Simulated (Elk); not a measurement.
Band structure of RuN (P6_3/mmc, 4 atoms in the cell).

```
CELL_PARAMETERS angstrom
      3.73875     0.00000     0.00000
     -1.86937     3.23785     0.00000
      0.00000     0.00000     5.21090
ATOMIC_POSITIONS crystal
  Ru 0.00000 0.00000 0.00000
  Ru 0.00000 0.00000 0.50000
  N  0.33333 0.66667 0.25000
  N  0.66667 0.33333 0.75000
```

Level of theory: PBEsol, all-electron FP-LAPW, Elk's shipped species files, LAPW+lo basis (Elk).

Settings: xctype = 22; rgkmax = 8; stype = 0; swidth = 0.00367493 Ha; ngridk = 5 5 4; gmaxvr = 16 1/bohr; nxoapwlo = 1; rmtscf = 0.89.

The starting cell was generated: these elements placed on a structure prototype, without a prior relaxation; it need not be a known phase or ordering of this composition. Its lattice was rescaled by a random factor within 2.5 % of one. Spin polarisation is off. Values depend on the basis (sphere radii, cutoffs, local orbitals), which need not be converged.

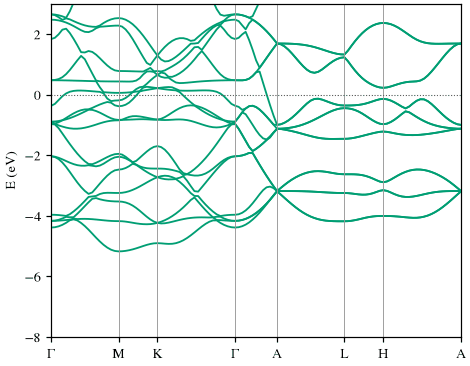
Fig. 1. Bands along the path, energies from the Fermi level.

Levels in eV from the Fermi level, bands 18 to 25:
| point | 18 | 19 | 20 | 21 | 22 | 23 | 24 | 25 |
|---|---|---|---|---|---|---|---|---|
| Γ | -0.97 | -0.89 | -0.89 | -0.37 | 0.48 | 0.48 | 1.84 | 2.48 |
| M | -0.85 | -0.83 | -0.38 | -0.19 | 0.06 | 0.44 | 0.78 | 2.28 |
| K | -0.82 | -0.82 | 0.21 | 0.21 | 0.65 | 0.65 | 0.78 | 1.29 |
| A | -1.12 | -1.12 | -1.12 | -1.00 | -1.00 | 1.69 | 1.69 | 1.69 |
| L | -1.46 | -0.45 | -0.45 | -0.36 | -0.36 | 1.23 | 1.23 | 1.33 |
| H | -1.22 | -0.98 | -0.98 | -0.14 | -0.14 | 0.23 | 0.23 | 2.37 |

Bands cross the Fermi level along this path, so the cell is metallic at this level.
